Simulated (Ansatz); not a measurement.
## Work function of Be(0001): what the settings cost and change

How thick a slab and how much vacuum does the work function of Be(0001) need?

Method: plane-wave DFT, PBE, Ansatz PAW, in Ansatz 0.2.0.

## Step 1: The structure

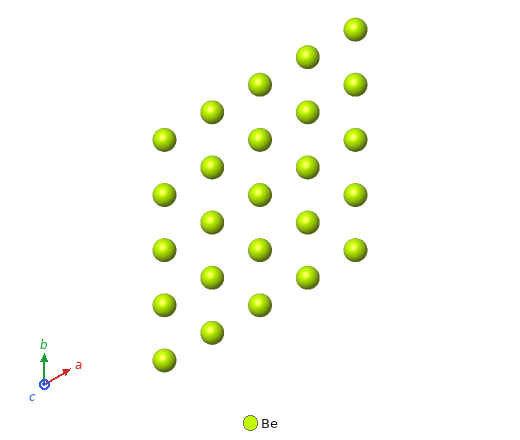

The cell as given, from above (beryllium green). 5×5×1 cells are drawn.

The cell holds 1 atom: 1 Be. Cell: a = 2.290 Å, b = 2.290 Å, c = 18.000 Å, α = 90.0°, β = 90.0°, γ = 60.0°. Vacuum lies along c.

## Step 2: Run, setting 1 layer

A work function rests on the faint tail of the density, so the SCF threshold is tight. The slab grows from one layer, at fixed mesh and 18 Å of vacuum; then the vacuum is varied on one slab.

The input, input.yaml:

```yaml
crystal:
  lattice:
    - [2.29, 0.0, 0.0]
    - [1.145, 1.9831981747, 0.0]
    - [0.0, 0.0, 18.0]
  atoms:
    - { symbol: Be, position: [0.6666666667, 0.6666666667, 0.5] }
kpoints:
  mp_grid: { grid: [20, 20, 1] }
hamiltonian:
  xc: pbe
scf:
  occupations: { method: fermi_dirac, width: 0.1 }
  convergence: { dr2_threshold: 1.0e-09 }
efield:
  axis: 3
  dipole_correction: true
  ramp_position: 0.97
  ramp_width: 0.06
output:
  write_potential: true
  write_density: true
  volumetric_format: npy
  elf: true
```

Run with:

```bash
> ansatz run input.yaml --threads 2 --pin off --max-ram 3072MiB --backend cpu --events-out ev --progress --plain --runs-dir out
```

Numbers of over 12 decimals in the logs are rounded to 6 here.

Log:

```text
Engine: ansatz 0.2.0, aarch64-unknown-linux-gnu
Pseudopotentials: kind: paw
Pseudopotential: Be, paw, valence charge 2, recommended cutoff 420 eV (normal), Be.paw.azcp
Functional definition: PBE
  parameter kappa = 0.804
  parameter beta = 0.066725
  exchange = pbe_x(kappa = kappa, mu = beta*pi^2/3)
  correlation = pbe_c(beta = beta)
Crystal: 1 atoms, lattice volume = 81.747 Å³
Basis set: ecut = 420 eV, 1585 PW (Γ)
Bands: 5, of which v1, the nominal top of the filled ones, is band 1 counted from 1 (0 counted from 0)
Symmetry: 12 space group operations
k-points: 44 of 400
Non-local potential: Be, projectors of the file, l = 0: 2, l = 1: 2, l = 2: 1
PAW form: soft (Blöchl's): semilocal exchange-correlation on the pseudo side does not see the compensation charge
PAW one-centre angular grid: Be, 110 points (default); XC on 64 Gauss nodes
Initial density: superposition of atomic densities (neutral atoms: chi_scale 0, normalization atom), corrected by the library's trained network
Initial wavefunctions: pseudopotential atomic-orbital guess
Functional: x = pbe(κ = 0.804, μ = 0.219515), c = pbe(β = 0.066725)
SCF iter   1: F=—  HF=-91.863379 eV  |F-HF|=—  |Δ(HF+E_count)|=         —  Δρ=9.88e-4  dr2=1.18e-3  ethr=1.77e-3  p=0.000 e·Å  D=5.40e-16 V/Å  ΔV_dip=-0.00 eV  dr2_dipole=2.28e-10  V_vac-E_F(+/−)=4.70/4.70 eV  ⟨swp⟩=6.5  Hψ=2629  notcnv=0
efield: sawtooth ramp at fractional position 0.9700 (set: `efield.ramp_position`, or a place that a band, a saddle search or an elastic batch's reference lends), width 0.0600; the density the first Hamiltonian is built on has a dipole p = 0.000 e·Å; the dipole correction subtracts the counter field D = 5.40e-16 V/Å, which shifts the + side's vacuum level by -0.00 eV against the − side's; the planar-averaged density in the ramp window peaks in size at 2.0e-5 e/Å³
preconditioner: auto → LDOS  [metal: Δε(μ)=0.183 eV  Ē_g=9.365 eV  σ=0.100 eV  W_gap=0.41  n_scr=8 (ndim 8)  ℏωp=5.8 eV  f_vac=0.718  D(μ)=0.47/eV (n_scr^D=4)  β→1.0]
SCF iter   2: F=—  HF=-91.868381 eV  |F-HF|=—  |Δ(HF+E_count)|=   5.00e-3  Δρ=1.92e-4  dr2=2.69e-5  ethr=5.89e-5  p=-0.000 e·Å  D=-4.39e-6 V/Å  ΔV_dip=0.00 eV  dr2_dipole=4.60e-10  V_vac-E_F(+/−)=4.60/4.60 eV  ⟨swp⟩=2.2  Hψ=784  notcnv=0
SCF iter   3: F=—  HF=-91.868474 eV  |F-HF|=—  |Δ(HF+E_count)|=   9.26e-5  Δρ=3.33e-5  dr2=2.03e-6  ethr=1.35e-6  p=0.000 e·Å  D=2.81e-6 V/Å  ΔV_dip=-0.00 eV  dr2_dipole=1.76e-10  V_vac-E_F(+/−)=4.59/4.59 eV  ⟨swp⟩=2.0  Hψ=303  notcnv=0
SCF iter   4: F=—  HF=-91.868476 eV  |F-HF|=—  |Δ(HF+E_count)|=   1.92e-6  Δρ=5.13e-6  dr2=5.54e-8  ethr=1.01e-7  p=-0.000 e·Å  D=-2.40e-6 V/Å  ΔV_dip=0.00 eV  dr2_dipole=9.93e-11  V_vac-E_F(+/−)=4.60/4.60 eV  ⟨swp⟩=2.0  Hψ=301  notcnv=0
SCF iter   5: F=—  HF=-91.868476 eV  |F-HF|=—  |Δ(HF+E_count)|=   3.47e-7  Δρ=8.63e-7  dr2=9.54e-10  ethr=2.77e-9  p=0.000 e·Å  D=1.73e-6 V/Å  ΔV_dip=-0.00 eV  dr2_dipole=5.79e-11  V_vac-E_F(+/−)=4.60/4.60 eV  ⟨swp⟩=2.0  Hψ=303  notcnv=0
SCF iter   6: F=-91.868476 eV  HF=-91.868476 eV  |F-HF|=3.06e-11  |Δ(HF+E_count)|=   2.03e-9  Δρ=2.88e-7  dr2=2.08e-10  ethr=4.77e-11  p=-0.000 e·Å  D=-1.08e-6 V/Å  ΔV_dip=0.00 eV  dr2_dipole=2.17e-11  V_vac-E_F(+/−)=4.60/4.60 eV  ⟨swp⟩=1.9  Hψ=1105  notcnv=0
SCF 1 converged in 6 iterations: F = -91.868476 eV  dr2 = 2.08e-10
  greatest PAW one-centre occupation: 0.357 electrons in one spin orbital (limit 2), on the Be atom at site 0 (counted from 0), in its partial waves of l = 0
WARN: The output density's exchange-correlation potential varies sharply where the density is thin. Do not read a vacuum level from v_tot or v_xc, or from such a field of the output density. On a cell that repeats whose density bears no net charge and no dipole along the vacuum's axis use v_es (v_loc + v_h of the components); under efield.dipole_correction with no amplitude use v_es + v_field, which holds any externa [...]
SCF converged after 6 iterations
Free energy (F): -91.868476 eV
Harris-Foulkes:  -91.868476 eV  (|F-HF|=3.06e-11)
Internal energy: -91.853357 eV  (E = F + TS)
E sigma→0 (E₀):  -91.860916 eV
Entropy (-TS):   -0.015119 eV (-15.119 meV/atom)
Fermi energy:    -3.333884 eV
Dipole field:    D = 0.000009 V/Å  (p = 0.000004 e·Å, saw-weighted, corrected)
Work function:   Φ+ = 4.5974 eV   Φ− = 4.5975 eV
Levels:          The Fermi level and band energies are counted from a zero that moves with the ramp; work functions are not
--- Per-component energies (eV) ---
  E_band       = -11.858345
  E_kinetic    = 16.687133
  E_local      = -191.366878  (includes V_loc(G=0)·N_el)
  E_nonlocal   = 4.703185
  E_hartree    = 88.773268
  E_xc         = -17.701566
  E_vxc        = -18.048867  (∫ρ·V_xc dr)
  E_paw        = -59.491246  (= ΣΔE_a)
  E_vpaw       = -1.379491  (= ΣTr[D̂ρ^β])
  E_aug_tail   = -0.000001  (compensation charges beyond the density's cutoff)
  E_efield     = 0.000000  (sawtooth field / dipole correction)
  E_vefield    = 0.000000  (∫n·V_field dr)
  E_ewald      = 66.542747
  E_smearing   = -0.015119  (= −TS)
  E_closure    = -0.000000  (closes the sum)
  Σ components = -91.868476   (vs F -91.868476, Δ=0.00e0)
--- Band table (eV; the first three rows and the last of 44) ---
  k-point 0: bands = ["-9.3825", "-4.3063", "0.4977", "1.1885", "1.5275"]
  k-point 1: bands = ["-9.3128", "-4.2133", "0.5897", "1.2836", "1.6216"]
  k-point 2: bands = ["-9.1042", "-3.9344", "0.8652", "1.5691", "1.9038"]
  k-point 43: bands = ["-1.6483", "-0.4974", "4.9674", "5.3537", "9.1910"]
```

Elapsed: 4.1 s, on 2 threads of Arm Neoverse N1, shared host; peak memory 0.3 GiB.

In the SCF lines HF is the Harris–Foulkes energy and dr2 the Hartree energy of the density residual, in eV; the loop may stop once dr2 is under the threshold and the program's other checks hold. Hψ counts applications of the Hamiltonian.

Numbers from this step:

```yaml
energy_at_zero_smearing: -91.8609 eV
work_function_upper_face: 4.597 eV
```

Running mean over 1.794 Å of the planar mean; the ramp of the sawtooth is left out. Electron's electrostatic potential energy less the Fermi level against z:

| z (Å) | electron's electrostatic potential energy less the Fermi level (eV) |
| --- | --- |
| 3 | 4.60 |
| 4 | 4.60 |
| 5 | 4.59 |
| 6 | 4.55 |
| 7 | 4.09 |
| 8 | -0.387 |
| 9 | -5.69 |
| 10 | -0.387 |
| 11 | 4.09 |
| 12 | 4.55 |
| 13 | 4.59 |
| 14 | 4.60 |
| 15 | 4.60 |

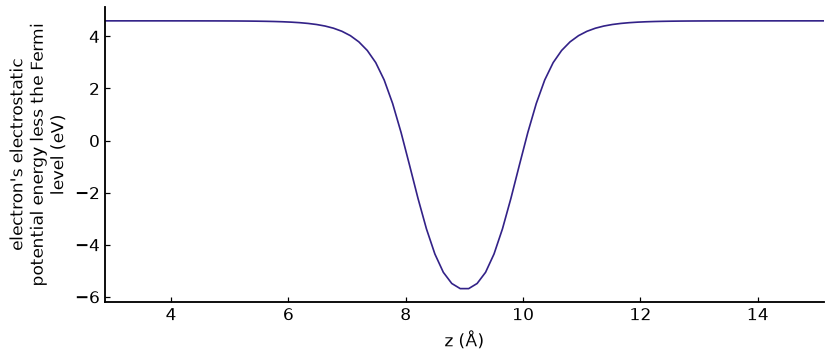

Electron's electrostatic potential energy less the Fermi level against z.

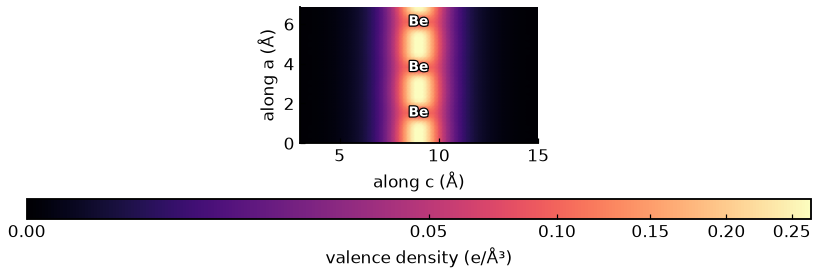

Valence density in the ca plane at fractional y = 0.667, with atoms of Be within 0.2 Å of it. It is the smooth field of the valence electrons, not physical close to the nuclei. The colour scale is stretched toward low values. The far vacuum is left out of the map.

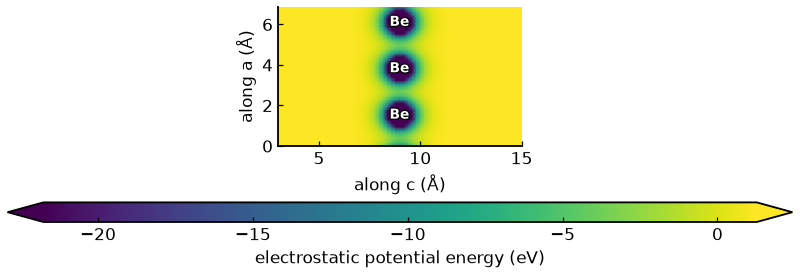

Electrostatic potential energy in the ca plane at fractional y = 0.667, with atoms of Be within 0.2 Å of it. With pseudopotentials it is smooth inside the atoms' cores, unlike the true potential. The far vacuum is left out of the map.

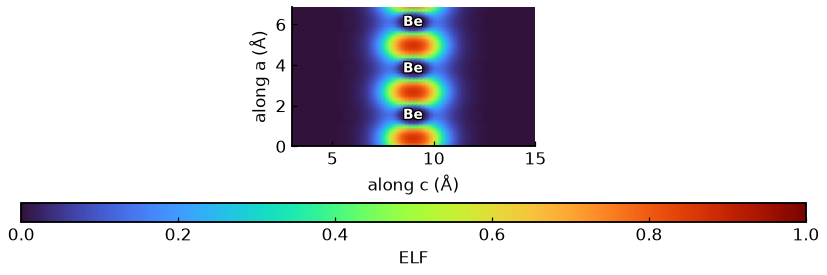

ELF in the ca plane at fractional y = 0.667, with atoms of Be within 0.2 Å of it. It is the smooth field of the valence electrons, not physical close to the nuclei. The far vacuum is left out of the map.

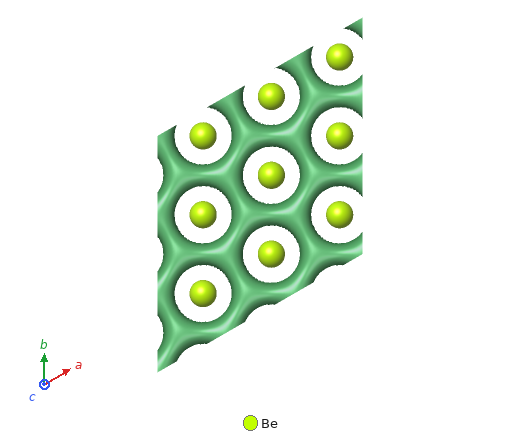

Surface of ELF = 0.8. 3×3×1 cells are drawn.

The work function is 4.597 eV.

## Step 3: Slab, 2 atoms

System of this step: Be(0001). The cell holds 2 atoms: 2 Be. Its edges and angles: a = 2.290 Å, b = 2.290 Å, c = 19.794 Å, α = 90.0°, β = 90.0°, γ = 60.0°. Vacuum lies along c.

input.yaml, the sections that differ from step 2:

```yaml
crystal:
  lattice:
    - [2.29, 0.0, 0.0]
    - [1.145, 1.9831981747, 0.0]
    - [0.0, 0.0, 19.794215]
  atoms:
    - { symbol: Be, position: [0.6666666667, 0.6666666667, 0.4546782987] }
    - { symbol: Be, position: [0.0, 0.0, 0.5453217013] }
output:
  write_potential: true
  write_density: true
  volumetric_format: npy
# kpoints, hamiltonian, scf, efield: as in step 2
```

Log:

```text
[...]
Crystal: 2 atoms, lattice volume = 89.896 Å³
Basis set: ecut = 420 eV, 1747 PW (Γ)
Bands: 6, of which v1, the nominal top of the filled ones, is band 2 counted from 1 (1 counted from 0)
Symmetry: 6 space group operations
k-points: 44 of 400 (time reversal used)
[...]
Free energy (F): -184.548382 eV
[...]
Internal energy: -184.528878 eV  (E = F + TS)
E sigma→0 (E₀):  -184.538630 eV
Entropy (-TS):   -0.019504 eV (-9.752 meV/atom)
Fermi energy:    -2.784309 eV
Dipole field:    D = -0.000006 V/Å  (p = -0.000003 e·Å, saw-weighted, corrected)
Work function:   Φ+ = 5.0663 eV   Φ− = 5.0661 eV
[...]
--- Band table (eV; the first three rows and the last of 44) ---
[...]
[key lines of the parts left out:]
SCF converged after 6 iterations
```

The job ended after 6 s (2 threads; peak memory 0.32 GiB; 9.4 s of CPU time).

The work function is 5.066 eV, +0.469 eV from the run “1 layer”, at 1.5 times its CPU time.

## Step 4: Slab, 3 atoms

System of this step: Be(0001). The cell holds 3 atoms: 3 Be. Its edges and angles: a = 2.290 Å, b = 2.290 Å, c = 21.588 Å, α = 90.0°, β = 90.0°, γ = 60.0°. Vacuum lies along c.

input.yaml, the sections that differ from step 3:

```yaml
crystal:
  lattice:
    - [2.29, 0.0, 0.0]
    - [1.145, 1.9831981747, 0.0]
    - [0.0, 0.0, 21.58843]
  atoms:
    - { symbol: Be, position: [0.0, 0.0, 0.416889973] }
    - { symbol: Be, position: [0.6666666667, 0.6666666667, 0.5] }
    - { symbol: Be, position: [0.0, 0.0, 0.583110027] }
# kpoints, hamiltonian, scf, efield, output: as in step 3
```

Log:

```text
[...]
Crystal: 3 atoms, lattice volume = 98.044 Å³
Basis set: ecut = 420 eV, 1897 PW (Γ)
Bands: 7, of which v1, the nominal top of the filled ones, is band 3 counted from 1 (2 counted from 0)
Symmetry: 6 space group operations
k-points: 44 of 400 (time reversal used)
[...]
Free energy (F): -277.284550 eV
[...]
Internal energy: -277.255474 eV  (E = F + TS)
E sigma→0 (E₀):  -277.270012 eV
Entropy (-TS):   -0.029075 eV (-9.692 meV/atom)
Fermi energy:    -2.109733 eV
Dipole field:    D = 0.000000 V/Å  (p = 0.000000 e·Å, saw-weighted, corrected)
Work function:   Φ+ = 5.2360 eV   Φ− = 5.2361 eV
[...]
--- Band table (eV; the first three rows and the last of 44) ---
[...]
[key lines of the parts left out:]
SCF converged after 7 iterations
```

Run time: 7.9 s. Hardware: 2 threads; peak memory 0.35 GiB.

The work function is 5.236 eV, +0.170 eV from the run “2 layers”, at 1.3 times its CPU time.

## Step 5: Run, 4 atoms

System of this step: Be(0001). The cell holds 4 atoms: 4 Be. Its edges and angles: a = 2.290 Å, b = 2.290 Å, c = 23.383 Å, α = 90.0°, β = 90.0°, γ = 60.0°. Vacuum lies along c.

input.yaml, the sections that differ from step 4:

```yaml
crystal:
  lattice:
    - [2.29, 0.0, 0.0]
    - [1.145, 1.9831981747, 0.0]
    - [0.0, 0.0, 23.382645]
  atoms:
    - { symbol: Be, position: [0.6666666667, 0.6666666667, 0.3849008527] }
    - { symbol: Be, position: [0.0, 0.0, 0.4616336176] }
    - { symbol: Be, position: [0.6666666667, 0.6666666667, 0.5383663824] }
    - { symbol: Be, position: [0.0, 0.0, 0.6150991473] }
# kpoints, hamiltonian, scf, efield, output: as in step 4
```

Log:

```text
[...]
Crystal: 4 atoms, lattice volume = 106.193 Å³
Basis set: ecut = 420 eV, 2071 PW (Γ)
Bands: 8, of which v1, the nominal top of the filled ones, is band 4 counted from 1 (3 counted from 0)
Symmetry: 6 space group operations
k-points: 44 of 400 (time reversal used)
[...]
Free energy (F): -370.042379 eV
[...]
Internal energy: -370.010929 eV  (E = F + TS)
E sigma→0 (E₀):  -370.026654 eV
Entropy (-TS):   -0.031450 eV (-7.862 meV/atom)
Fermi energy:    -1.437113 eV
Dipole field:    D = -0.000002 V/Å  (p = -0.000001 e·Å, saw-weighted, corrected)
Work function:   Φ+ = 5.3228 eV   Φ− = 5.3228 eV
[...]
--- Band table (eV; the first three rows and the last of 44) ---
[...]
[key lines of the parts left out:]
SCF converged after 7 iterations
```

The job ended after 9.9 s (2 threads; peak memory 0.36 GiB; 16 s of CPU time).

The work function is 5.323 eV, +0.087 eV from the run “3 layers”, at 1.2 times its CPU time.

## Step 6: Slab, 5 atoms

System of this step: Be(0001). The cell holds 5 atoms: 5 Be. Cell: a = 2.290 Å, b = 2.290 Å, c = 25.177 Å, α = 90.0°, β = 90.0°, γ = 60.0°. Vacuum lies along c.

input.yaml, the sections that differ from step 5:

```yaml
crystal:
  lattice:
    - [2.29, 0.0, 0.0]
    - [1.145, 1.9831981747, 0.0]
    - [0.0, 0.0, 25.17686]
  atoms:
    - { symbol: Be, position: [0.0, 0.0, 0.3574711064] }
    - { symbol: Be, position: [0.6666666667, 0.6666666667, 0.4287355532] }
    - { symbol: Be, position: [0.0, 0.0, 0.5] }
    - { symbol: Be, position: [0.6666666667, 0.6666666667, 0.5712644468] }
    - { symbol: Be, position: [0.0, 0.0, 0.6425288936] }
# kpoints, hamiltonian, scf, efield, output: as in step 5
```

Log:

```text
[...]
Crystal: 5 atoms, lattice volume = 114.341 Å³
Basis set: ecut = 420 eV, 2221 PW (Γ)
Bands: 10, of which v1, the nominal top of the filled ones, is band 5 counted from 1 (4 counted from 0)
Symmetry: 6 space group operations
k-points: 44 of 400 (time reversal used)
[...]
Free energy (F): -462.804298 eV
[...]
Internal energy: -462.771792 eV  (E = F + TS)
E sigma→0 (E₀):  -462.788045 eV
Entropy (-TS):   -0.032506 eV (-6.501 meV/atom)
Fermi energy:    -0.768392 eV
Dipole field:    D = 0.000001 V/Å  (p = 0.000001 e·Å, saw-weighted, corrected)
Work function:   Φ+ = 5.2971 eV   Φ− = 5.2971 eV
[...]
--- Band table (eV; the first three rows and the last of 44) ---
[...]
[key lines of the parts left out:]
SCF converged after 6 iterations
```

It took 10 s on 2 threads; peak memory 0.33 GiB.

The work function is 5.297 eV, -0.026 eV from the run “4 layers”, at 1.1 times its CPU time.

## Step 7: Run, 6 atoms

System of this step: Be(0001). The cell holds 6 atoms: 6 Be. Cell: a = 2.290 Å, b = 2.290 Å, c = 26.971 Å, α = 90.0°, β = 90.0°, γ = 60.0°. Vacuum lies along c.

input.yaml, the sections that differ from step 6:

```yaml
crystal:
  lattice:
    - [2.29, 0.0, 0.0]
    - [1.145, 1.9831981747, 0.0]
    - [0.0, 0.0, 26.971075]
  atoms:
    - { symbol: Be, position: [0.6666666667, 0.6666666667, 0.3336908151] }
    - { symbol: Be, position: [0.0, 0.0, 0.400214489] }
    - { symbol: Be, position: [0.6666666667, 0.6666666667, 0.466738163] }
    - { symbol: Be, position: [0.0, 0.0, 0.533261837] }
    - { symbol: Be, position: [0.6666666667, 0.6666666667, 0.599785511] }
    - { symbol: Be, position: [0.0, 0.0, 0.6663091849] }
# kpoints, hamiltonian, scf, efield, output: as in step 6
```

Log:

```text
[...]
Crystal: 6 atoms, lattice volume = 122.490 Å³
Basis set: ecut = 420 eV, 2383 PW (Γ)
Bands: 12, of which v1, the nominal top of the filled ones, is band 6 counted from 1 (5 counted from 0)
Symmetry: 6 space group operations
k-points: 44 of 400 (time reversal used)
[...]
k-point 1: bands = [... 2 lower, -8.8269, -7.3831, -5.6584, -2.9132, -2.4268, 2.7462, 4.3195, 4.9329, ... 2 higher]
  k-point 2: bands = [... 2 lower, -8.6113, -7.1633, -5.4266, -2.6862, -2.1668, 2.8659, 4.5492, 5.1952, ... 2 higher]
  k-point 43: bands = [... 2 lower, -1.2322, -1.1182, -0.4453, -0.3716, 0.0693, 0.6273, 0.9606, 2.0769, ... 2 higher]
[key lines of the parts left out:]
SCF converged after 7 iterations
Free energy (F): -555.563084 eV
Fermi energy:    -0.204325 eV
Dipole field:    D = 0.000002 V/Å  (p = 0.000001 e·Å, saw-weighted, corrected)
Work function:   Φ+ = 5.3070 eV   Φ− = 5.3070 eV
```

Run time: 13 s. Hardware: 2 threads; peak memory 0.35 GiB.

The work function is 5.307 eV, +0.010 eV from the run “5 layers”, at 1.3 times its CPU time.

## Step 8: Run, 8 atoms

System of this step: Be(0001). The cell holds 8 atoms: 8 Be. Its edges and angles: a = 2.290 Å, b = 2.290 Å, c = 30.560 Å, α = 90.0°, β = 90.0°, γ = 60.0°. Vacuum lies along c.

input.yaml, the sections that differ from step 7:

```yaml
crystal:
  lattice:
    - [2.29, 0.0, 0.0]
    - [1.145, 1.9831981747, 0.0]
    - [0.0, 0.0, 30.559505]
  atoms:
    - { symbol: Be, position: [0.6666666667, 0.6666666667, 0.2945073881] }
    - { symbol: Be, position: [0.0, 0.0, 0.3532195629] }
    - { symbol: Be, position: [0.6666666667, 0.6666666667, 0.4119317378] }
    - { symbol: Be, position: [0.0, 0.0, 0.4706439126] }
    - { symbol: Be, position: [0.6666666667, 0.6666666667, 0.5293560874] }
    - { symbol: Be, position: [0.0, 0.0, 0.5880682622] }
    - { symbol: Be, position: [0.6666666667, 0.6666666667, 0.6467804371] }
    - { symbol: Be, position: [0.0, 0.0, 0.7054926119] }
# kpoints, hamiltonian, scf, efield, output: as in step 7
```

Log:

```text
[...]
Crystal: 8 atoms, lattice volume = 138.787 Å³
Basis set: ecut = 420 eV, 2683 PW (Γ)
Bands: 16, of which v1, the nominal top of the filled ones, is band 8 counted from 1 (7 counted from 0)
Symmetry: 6 space group operations
k-points: 44 of 400 (time reversal used)
[...]
k-point 1: bands = [... 4 lower, -6.8751, -5.6032, -4.2572, -1.8431, -1.6334, 3.0781, 4.7554, 5.5837, ... 4 higher]
  k-point 2: bands = [... 4 lower, -6.6561, -5.3776, -4.0153, -1.6094, -1.3796, 3.1778, 4.9186, 5.8322, ... 4 higher]
  k-point 43: bands = [... 4 lower, -0.3036, -0.2553, 0.4881, 0.5002, 0.5501, 1.0459, 1.5389, 1.8376, ... 4 higher]
[key lines of the parts left out:]
SCF converged after 7 iterations
Free energy (F): -741.084664 eV
Fermi energy:    0.729061 eV
Dipole field:    D = 0.000004 V/Å  (p = 0.000003 e·Å, saw-weighted, corrected)
Work function:   Φ+ = 5.3165 eV   Φ− = 5.3167 eV
```

Elapsed: 19 s, on 2 threads; peak memory 0.38 GiB.

The work function is 5.317 eV, +0.010 eV from the run “6 layers”, at 1.5 times its CPU time.

[end of part 1 of 2]

[Logs are printed without paths, hosts, clocks, repeated set-up lines and the standing remarks that a program may print on its own settings, such as how far it seeks lower states.]

[Hosts, paths, dates, database ids (printed as entryN), source tags and the programs' standing remarks are cut or masked in the printed files.]

[Maps of the electrostatic potential energy from Ansatz leave out the sawtooth potential of an applied field or a dipole correction, so their vacuum need not be flat; planar profiles and work functions include it.]
